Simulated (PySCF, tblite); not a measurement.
# C₃H₁₂AlOSi−: dynamics, then NMR shifts on frames, part 2 of 2

tblite 0.8.0 and PySCF 2.14.0. Atoms count from 0.

### 5 NMR shieldings: 625 fs, PBE0/pcSseg-1

What the job is given:

```
{"job": {"kind": "nmr", "xc": "PBE0", "basis": "pcSseg-1", "pop": false}, "charge": -1, "multiplicity": 1}
C     -0.344100    -1.319600     2.028700
Si     0.301600    -0.622700     0.357800
C      0.093300    -1.910900    -0.992900
C     -0.997500     0.765700    -0.110000
O      1.808000    -0.224400     0.687400
Al     3.235800     0.086900    -0.359100
H     -0.209400    -2.386700     2.174800
H     -1.490200    -1.282600     2.045200
H     -0.086400    -0.577300     2.790700
H      0.716400    -1.468900    -1.741700
H      0.467800    -2.896800    -0.739700
H     -0.934700    -2.063000    -1.350100
H     -1.366800     0.960300     0.925500
H     -0.462800     1.706800    -0.368000
H     -1.730100     0.354100    -0.702400
H      2.211300     0.602700    -1.579400
H      4.178100    -1.113300    -0.838300
H      4.144500     1.511700     0.527100
```

With the program's defaults for keys left out, this is: GIAO PBE0/pcSseg-1 NMR shielding, non-relativistic, gas phase.

Standard output:

```text
coarse grid: 15032 points
cycle   1  E = -728.0382660669  dE =  6.437e-02  |g| = 9.823e-01  |ddm| = 3.609e+00
cycle   2  E = -727.6603805430  dE =  3.779e-01  |g| = 1.679e+00  |ddm| = 3.027e+00
cycle   3  E = -728.2355367979  dE = -5.752e-01  |g| = 2.418e-01  |ddm| = 2.363e+00
cycle   4  E = -728.2476583607  dE = -1.212e-02  |g| = 6.215e-02  |ddm| = 2.378e-01
cycle   5  E = -728.2486142334  dE = -9.559e-04  |g| = 6.097e-03  |ddm| = 5.651e-02
cycle   6  E = -728.2486241604  dE = -9.927e-06  |g| = 1.932e-03  |ddm| = 1.043e-02
final grid: 133112 points
cycle   7  E = -728.2934113459  dE = -2.110e-05  |g| = 1.129e-02  |ddm| = 2.508e-02
cycle   8  E = -728.2933776652  dE =  3.368e-05  |g| = 1.740e-02  |ddm| = 2.212e-02
cycle   9  E = -728.2934375161  dE = -5.985e-05  |g| = 1.966e-03  |ddm| = 1.441e-02
cycle  10  E = -728.2934383130  dE = -7.968e-07  |g| = 1.596e-04  |ddm| = 1.829e-03
cycle  11  E = -728.2934383184  dE = -5.415e-09  |g| = 4.275e-05  |ddm| = 1.955e-04
cycle  12  E = -728.2934383187  dE = -3.479e-10  |g| = 1.595e-05  |ddm| = 5.689e-05
converged SCF energy = -728.2934383187

GIAO shielding tensors (ppm)
atom      isotropic    diamagn.    paramagn.     s11        s22        s33       span
  0 C      176.033     256.746     -80.713    158.293    173.117    196.689     38.397
  1 Si     363.931     880.039    -516.108    327.590    341.736    422.468     94.878
  2 C      183.922     257.434     -73.512    170.128    188.369    193.269     23.140
  3 C      181.690     258.917     -77.227    172.320    178.989    193.760     21.440
  4 O      259.467     396.921    -137.454    200.009    272.574    305.819    105.809
  5 Al     458.204     793.693    -335.489    429.041    464.885    480.686     51.644
  6 H       31.359      31.574      -0.214     27.552     29.157     37.369      9.817
  7 H       31.588      32.557      -0.970     28.081     30.100     36.581      8.500
  8 H       31.019      31.793      -0.774     27.497     29.280     36.280      8.782
  9 H       30.886      33.224      -2.338     26.613     29.897     36.149      9.536
 10 H       32.073      31.995       0.078     28.354     29.333     38.532     10.178
 11 H       32.178      33.233      -1.055     27.981     30.403     38.150     10.169
 12 H       31.437      33.800      -2.363     27.103     31.445     35.763      8.660
 13 H       30.396      32.492      -2.096     26.425     28.253     36.510     10.085
 14 H       33.244      35.906      -2.662     28.993     32.091     38.648      9.655
 15 H       26.362      30.542      -4.180     22.702     26.039     30.344      7.642
 16 H       26.988      29.242      -2.254     24.089     25.646     31.228      7.139
 17 H       25.614      27.267      -1.653     23.154     24.446     29.241      6.087
```

Run time: 37 s. Hardware: 1 thread of Arm Neoverse N1, shared host; peak memory 0.83 GiB.

In short: δ C0 10.9, C3 5.2, C2 3.0, Si1 -14.8, H17 6.10, H15 5.36 ppm.

### 6 NMR shieldings: 800 fs, PBE0/pcSseg-1

What the job is given:

```
{"job": {"kind": "nmr", "xc": "PBE0", "basis": "pcSseg-1", "pop": false}, "charge": -1, "multiplicity": 1}
C      0.391900    -1.521500     1.606500
Si     0.281600    -0.753500    -0.135300
C     -0.628700    -1.786700    -1.464100
C     -0.843600     0.792100    -0.003000
O      1.905900    -0.332200    -0.366900
Al     3.434000     0.040900     0.329800
H      1.247000    -2.225800     1.610500
H     -0.603300    -1.913900     1.984900
H      0.886400    -0.694000     2.098500
H     -0.966300    -1.145100    -2.314800
H      0.117800    -2.599800    -1.872900
H     -1.449500    -2.430800    -1.199800
H     -0.827600     1.086800     0.994600
H     -0.411700     1.472400    -0.631100
H     -1.859500     0.524500    -0.279600
H      3.533900     0.356700     1.999100
H      3.677700     1.380100    -0.495900
H      4.349100    -1.317600     0.021800
```

Method: GIAO PBE0/pcSseg-1 NMR shielding, non-relativistic, gas phase.

Standard output:

```text
coarse grid: 15032 points
cycle   1  E = -728.0343238971  dE =  4.241e-02  |g| = 9.923e-01  |ddm| = 3.601e+00
cycle   2  E = -727.5685364530  dE =  4.658e-01  |g| = 1.796e+00  |ddm| = 3.269e+00
cycle   3  E = -728.2357114948  dE = -6.672e-01  |g| = 2.688e-01  |ddm| = 2.620e+00
cycle   4  E = -728.2509664434  dE = -1.525e-02  |g| = 6.907e-02  |ddm| = 2.645e-01
cycle   5  E = -728.2521362678  dE = -1.170e-03  |g| = 6.374e-03  |ddm| = 5.845e-02
cycle   6  E = -728.2521463564  dE = -1.009e-05  |g| = 2.447e-03  |ddm| = 9.613e-03
cycle   7  E = -728.2521478481  dE = -1.492e-06  |g| = 7.501e-04  |ddm| = 3.035e-03
final grid: 133112 points
cycle   8  E = -728.2967252538  dE = -1.917e-05  |g| = 9.805e-03  |ddm| = 2.043e-02
cycle   9  E = -728.2966988129  dE =  2.644e-05  |g| = 1.523e-02  |ddm| = 1.961e-02
cycle  10  E = -728.2967450405  dE = -4.623e-05  |g| = 1.937e-03  |ddm| = 1.305e-02
cycle  11  E = -728.2967457904  dE = -7.499e-07  |g| = 1.391e-04  |ddm| = 1.621e-03
cycle  12  E = -728.2967457946  dE = -4.178e-09  |g| = 3.155e-05  |ddm| = 1.806e-04
cycle  13  E = -728.2967457948  dE = -2.092e-10  |g| = 6.325e-06  |ddm| = 4.309e-05
converged SCF energy = -728.2967457948

GIAO shielding tensors (ppm)
atom      isotropic    diamagn.    paramagn.     s11        s22        s33       span
  0 C      177.276     258.852     -81.576    163.346    174.363    194.121     30.775
  1 Si     351.504     879.703    -528.199    307.826    340.260    406.426     98.600
  2 C      179.020     253.072     -74.052    168.200    176.204    192.657     24.457
  3 C      185.744     258.993     -73.249    170.378    190.097    196.757     26.380
  4 O      251.978     400.006    -148.028    192.453    266.614    296.866    104.412
  5 Al     458.588     794.700    -336.113    432.998    443.653    499.112     66.114
  6 H       30.622      31.036      -0.414     27.038     28.912     35.915      8.876
  7 H       30.887      31.003      -0.116     27.024     28.145     37.492     10.468
  8 H       30.572      34.270      -3.697     27.328     29.294     35.095      7.767
  9 H       30.959      31.187      -0.228     27.051     29.287     36.539      9.488
 10 H       29.774      27.784       1.990     25.743     27.607     35.974     10.231
 11 H       31.833      31.810       0.023     28.439     29.233     37.827      9.388
 12 H       33.039      36.140      -3.101     28.603     31.917     38.596      9.993
 13 H       33.034      35.806      -2.772     29.090     31.459     38.553      9.463
 14 H       32.687      34.265      -1.578     28.501     31.117     38.442      9.940
 15 H       26.502      29.069      -2.567     23.715     25.947     29.844      6.129
 16 H       27.165      30.028      -2.863     23.317     25.723     32.454      9.137
 17 H       26.820      28.969      -2.149     23.651     25.397     31.411      7.760
```

Wall time 37 s (1 thread of Arm Neoverse N1, shared host); peak memory 0.83 GiB.

In short: δ C0 9.6, C2 7.9, C3 1.2, Si1 -2.3, H15 5.22, H17 4.90 ppm.

### 7 Shielding tensors: 1000 fs, PBE0/pcSseg-1

What the job is given:

```
{"job": {"kind": "nmr", "xc": "PBE0", "basis": "pcSseg-1", "pop": false}, "charge": -1, "multiplicity": 1}
C     -0.065800    -2.250200     1.111500
Si     0.601300    -0.708100     0.126300
C      0.368800    -0.978100    -1.777900
C     -0.567300     0.778100     0.627400
O      2.168300    -0.382600     0.356200
Al     3.612700     0.662400     0.216900
H      0.769400    -2.905600     0.941700
H     -0.989300    -2.619700     0.593500
H     -0.236500    -2.065800     2.100200
H     -0.664500    -0.817000    -2.099100
H      1.041300    -0.429100    -2.439600
H      0.560900    -1.965500    -2.068800
H     -1.333800     0.689100    -0.067300
H     -0.896200     0.954800     1.597500
H      0.189300     1.510000     0.243200
H      4.641400    -0.141900     1.275500
H      3.343400     2.084000     0.758700
H      3.975800     0.707000    -1.374400
```

With the program's defaults for keys left out, this is: GIAO PBE0/pcSseg-1 NMR shielding, non-relativistic, gas phase.

Standard output:

```text
coarse grid: 15032 points
cycle   1  E = -728.0471329483  dE =  8.985e-02  |g| = 9.866e-01  |ddm| = 3.621e+00
cycle   2  E = -727.6669539162  dE =  3.802e-01  |g| = 1.691e+00  |ddm| = 2.963e+00
cycle   3  E = -728.2452859874  dE = -5.783e-01  |g| = 2.594e-01  |ddm| = 2.293e+00
cycle   4  E = -728.2594650977  dE = -1.418e-02  |g| = 5.690e-02  |ddm| = 2.446e-01
cycle   5  E = -728.2602583881  dE = -7.933e-04  |g| = 4.754e-03  |ddm| = 4.917e-02
cycle   6  E = -728.2602654893  dE = -7.101e-06  |g| = 1.471e-03  |ddm| = 8.290e-03
final grid: 133112 points
cycle   7  E = -728.3055644815  dE = -1.949e-05  |g| = 1.127e-02  |ddm| = 2.172e-02
cycle   8  E = -728.3055299213  dE =  3.456e-05  |g| = 1.752e-02  |ddm| = 2.264e-02
cycle   9  E = -728.3055905901  dE = -6.067e-05  |g| = 2.055e-03  |ddm| = 1.479e-02
cycle  10  E = -728.3055914414  dE = -8.513e-07  |g| = 1.333e-04  |ddm| = 1.735e-03
cycle  11  E = -728.3055914450  dE = -3.561e-09  |g| = 3.519e-05  |ddm| = 1.654e-04
cycle  12  E = -728.3055914452  dE = -2.103e-10  |g| = 1.165e-05  |ddm| = 5.175e-05
converged SCF energy = -728.3055914452

GIAO shielding tensors (ppm)
atom      isotropic    diamagn.    paramagn.     s11        s22        s33       span
  0 C      182.578     257.320     -74.742    172.959    184.451    190.323     17.364
  1 Si     362.051     878.970    -516.919    307.942    352.835    425.377    117.436
  2 C      188.166     254.136     -65.971    173.933    188.339    202.224     28.291
  3 C      185.124     259.257     -74.133    179.983    184.204    191.187     11.205
  4 O      254.327     397.687    -143.360    195.009    273.397    294.574     99.565
  5 Al     455.126     794.215    -339.089    433.741    444.895    486.742     53.001
  6 H       31.823      30.636       1.187     27.705     30.350     37.414      9.709
  7 H       31.664      31.795      -0.131     28.015     30.024     36.953      8.938
  8 H       33.306      34.612      -1.306     29.468     31.061     39.388      9.920
  9 H       32.756      33.649      -0.893     28.409     30.434     39.426     11.017
 10 H       31.261      32.336      -1.075     26.803     29.118     37.863     11.061
 11 H       33.123      32.799       0.324     29.385     30.970     39.015      9.630
 12 H       33.700      36.740      -3.040     29.141     32.935     39.025      9.885
 13 H       32.840      35.068      -2.228     29.226     29.879     39.414     10.188
 14 H       30.458      33.264      -2.806     26.176     29.924     35.274      9.099
 15 H       26.841      28.558      -1.716     23.609     25.575     31.341      7.732
 16 H       27.571      30.602      -3.031     24.201     26.728     31.784      7.582
 17 H       27.083      29.430      -2.347     23.699     26.383     31.166      7.467
```

It took 37 s on 1 thread of Arm Neoverse N1, shared host; peak memory 0.83 GiB.

In short: δ C0 4.3, C3 1.8, C2 -1.2, Si1 -12.9, H15 4.88, H17 4.63 ppm.

### 8 Run by run: NMR shifts

Shifts (ppm) of some atoms, chosen among heavy atoms and hydrogens apart, with basis size and wall time:

```csv
frame,C0,C2,C3,H12,H13,O4,Al5,functions,time
250 fs,11.8,11.4,8.6,0.77,-0.29,87.9,17.7,176,38 s
425 fs,-2.7,10.9,18.7,1.39,1.99,97.3,26.5,176,38 s
625 fs,10.9,3.0,5.2,0.28,1.32,76.6,31.8,176,37 s
800 fs,9.6,7.9,1.2,-1.32,-1.32,84.1,31.4,176,37 s
1000 fs,4.3,-1.2,1.8,-1.98,-1.12,81.8,34.8,176,37 s
```

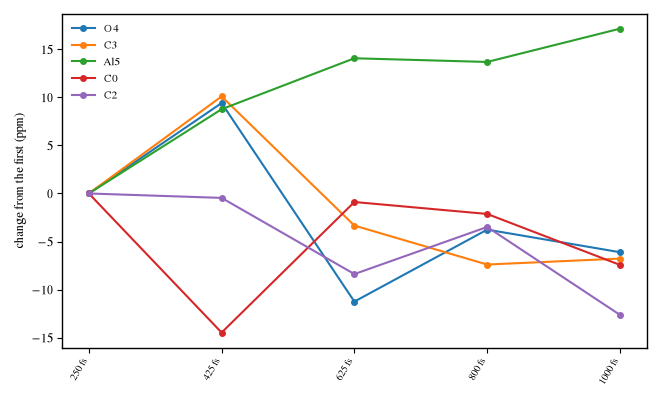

How five of the tabulated atoms move from run to run.

### 9 What came out

What follows sums up all 2 parts.

```
                                         quantity                                                                         value
                                       thermostat                                                                         600 K
                    mean temperature, second half                                                                         559 K
          mean potential energy above the minimum                                                                       1.16 eV
   13C shifts against TMS (PBE0/pcSseg-1, 250 fs)                                                           11.8, 11.4, 8.6 ppm
    1H shifts against TMS (PBE0/pcSseg-1, 250 fs)  5.50, 4.97, 4.90, 2.30, 1.72, 1.67, 1.53, 0.77, 0.51, 0.46, -0.29, -0.30 ppm
  29Si shifts against TMS (PBE0/pcSseg-1, 250 fs)                                                                     -14.2 ppm
   17O shifts against H2O (PBE0/pcSseg-1, 250 fs)                                                                      87.9 ppm
27Al shifts against AlH4- (PBE0/pcSseg-1, 250 fs)                                                                      17.7 ppm
                         range of the shift of O4                                                              76.6 to 97.3 ppm
```

**Reading.** In the second half the potential energy averages 1.16 eV above the minimum; equipartition over 48 harmonic modes at 600 K would give 1.24 eV. With 18 atoms the temperature swings widely (344 to 895 K). Shifts at one fixed geometry are not the observed spectrum, which averages over the motion. In the first frame run (250 fs): The largest span, 105 ppm, is at O4, where the paramagnetic term is -149 ppm. Across the 5 runs the shift of O4 moves most, between 76.6 (625 fs) and 97.3 ppm (425 fs).
